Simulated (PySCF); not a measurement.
## EPR calculation, with input and output: C5H10N

C5H10N, multiplicity 2, SMILES [CH2]C(=C)N(C)C, computed with UKS B3LYP, pcH-1 on C H N, non-relativistic, mean-field spin-orbit, GIAO (PySCF 2.14.0).

It belongs to a series of runs on one base structure; here: X = H replaced by NMe2.

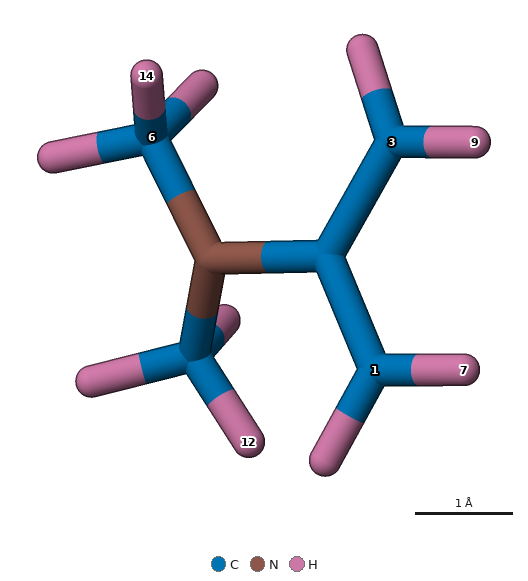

The input geometry (stick view, seen at a tilt; atoms are numbered from 1 in the order of the input). Bond lengths as drawn: C–C 1.38 to 1.39 Å, C–H 1.07 to 1.10 Å and C–N 1.40 to 1.45 Å.

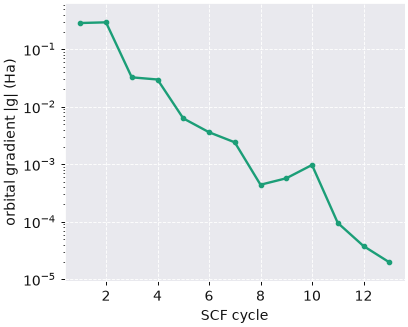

Convergence of the self-consistent field: orbital gradient |g| against the SCF cycle. All cycles printed in the log are drawn one after another.

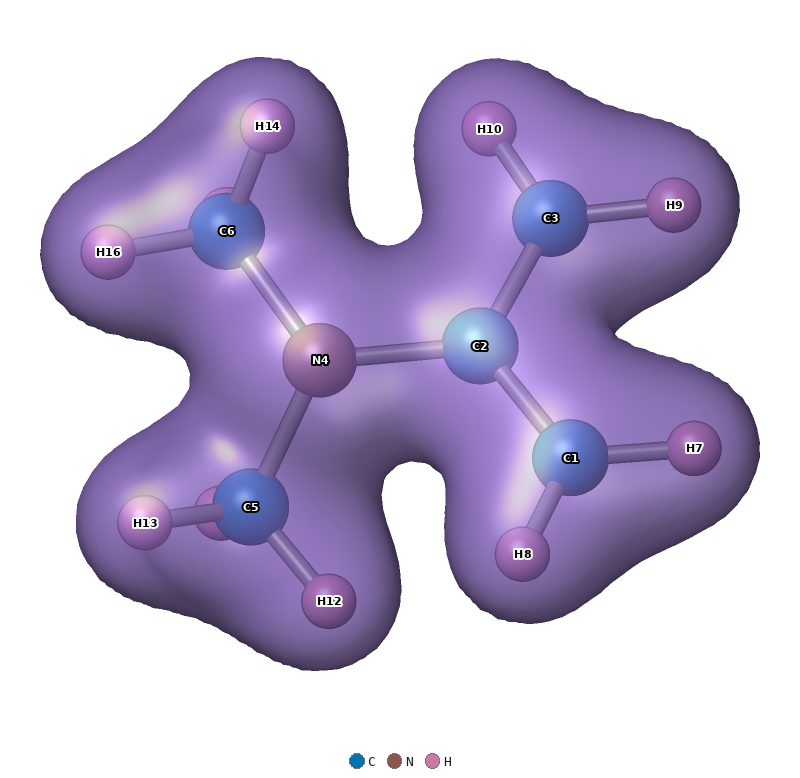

Isosurface of the electron density at 0.2 e/Å³ (purple), seen at a tilt. At this value the surface is in one piece. On the grid the lowest density along these lines, outside the cores, is 2.1 e/Å³ (C–C, 1.38 Å), 2.1 e/Å³ (C–N, 1.40 Å), 1.9 e/Å³ (C–H, 1.07 Å) and 1.9 e/Å³ (C–N, 1.44 Å).

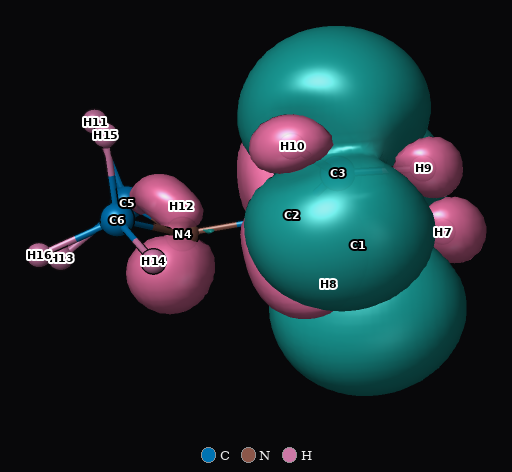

Isosurfaces of the spin density (α minus β) at +0.006 (teal) and −0.006 e/Å³ (pink), seen from the side. The unpaired spin (1 electron) lies mostly on C1 (about 0.5) and C3 (about 0.4), in electrons by Hirshfeld's partition.

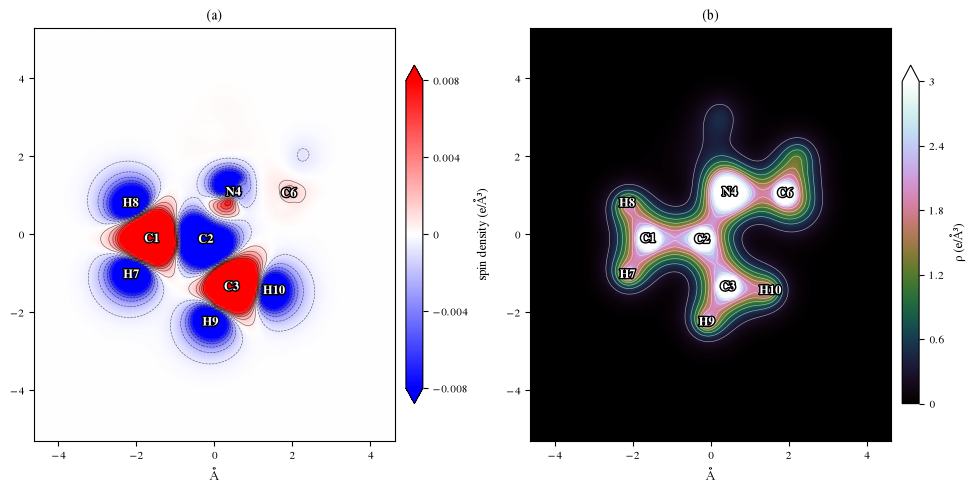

(a) spin density; (b) electron density on the plane of atoms C3, C2 and N4. C–C (1.38 Å): ρ at the midpoint is about 2.1 e/Å³. C–N (1.40 Å): ρ at the midpoint is about 2.1 e/Å³. C–H (1.07 Å): ρ at the midpoint is about 2.1 e/Å³. The unpaired spin (1 electron) lies mostly on C1 (about 0.5) and C3 (about 0.4), in electrons by Hirshfeld's partition.

The input that produced these results follows, with the program's output.

### Input
```
{"job": {"kind": "epr", "basis": "pcH-1"}, "charge": 0, "multiplicity": 2}
C      1.400539    -1.348097     0.610121
C      0.870522    -0.163906     0.118297
C      1.719967     0.777314    -0.435551
N     -0.495788     0.080997     0.272687
C     -1.434958    -0.958175    -0.083867
C     -0.996569     1.399861    -0.026449
H      2.448071    -1.552071     0.499866
H      0.807782    -2.079866     1.124139
H      2.778602     0.599781    -0.435595
H      1.383263     1.702773    -0.859095
H     -1.762452    -0.863085    -1.129400
H     -0.990115    -1.939866     0.043854
H     -2.316151    -0.887600     0.557930
H     -0.381348     2.147612     0.471333
H     -1.026980     1.618023    -1.103972
H     -2.011983     1.475249     0.364290
```

The first line tells a small driver script what to run in PySCF; the rest is the geometry in Å.

Run as:
```bash
OMP_NUM_THREADS=1 python <driver script> task.json out
```

### Output
```
UKS, coarse grid
  cycle   1  E = -251.20264794  |g| = 2.86e-01
  cycle   2  E = -251.20314281  |g| = 2.94e-01
  cycle   3  E = -251.24804997  |g| = 3.25e-02
  cycle   4  E = -251.24830294  |g| = 2.98e-02
  cycle   5  E = -251.24876308  |g| = 6.29e-03
  cycle   6  E = -251.24880347  |g| = 3.61e-03
  cycle   7  E = -251.24881253  |g| = 2.41e-03
  cycle   8  E = -251.24881599  |g| = 4.41e-04
UKS, final grid
  cycle   1  E = -251.24880470  |g| = 5.71e-04
  cycle   2  E = -251.24880443  |g| = 9.73e-04
  cycle   3  E = -251.24880487  |g| = 9.57e-05
  cycle   4  E = -251.24880488  |g| = 3.79e-05
  cycle   5  E = -251.24880488  |g| = 1.98e-05
E = -251.24880488 Eh   <S^2> = 0.7770 (exact 0.7500)
g shifts (ppm)      1          2          3
  rmc          -133       -133       -133
  gc             -0         36         26
  oz_so           5        572        626
  total        -128        475        519
hyperfine (MHz)  atom isotope    a_iso     a_fc   dipolar eigenvalues
    0   13C      58.10      58.10    -56.71    -54.99    111.70
    1   13C     -46.87     -46.87    -25.14     10.60     14.54
    2   13C      49.69      49.69    -47.84    -46.10     93.94
    3   14N      -2.43      -2.43     -2.99      1.26      1.72
    4   13C      -5.00      -5.00     -0.88     -0.28      1.16
    5   13C       1.38       1.38     -0.79      0.16      0.63
    6    1H     -43.35     -43.35    -24.02     -1.75     25.76
    7    1H     -44.78     -44.78    -27.89     -0.14     28.04
    8    1H     -36.22     -36.22    -19.09     -2.15     21.24
    9    1H     -38.31     -38.31    -23.73     -0.26     24.00
   10    1H      -3.34      -3.34     -1.22     -0.73      1.95
   11    1H       0.07       0.07     -3.07     -2.97      6.04
   12    1H       0.46       0.46     -0.90     -0.74      1.63
   13    1H       0.49       0.49     -2.41     -1.80      4.21
   14    1H      -1.30      -1.30     -1.61     -1.29      2.90
   15    1H      -1.48      -1.48     -0.81     -0.73      1.54
```

### Key numbers

```csv
quantity,value
outcome,converged
total energy,−251.248805 hartree
⟨S²⟩,0.777
isotropic g,2.0026
hardware,"1 CPU thread, shared host"
wall time,44 s
peak memory,0.96 GiB
```
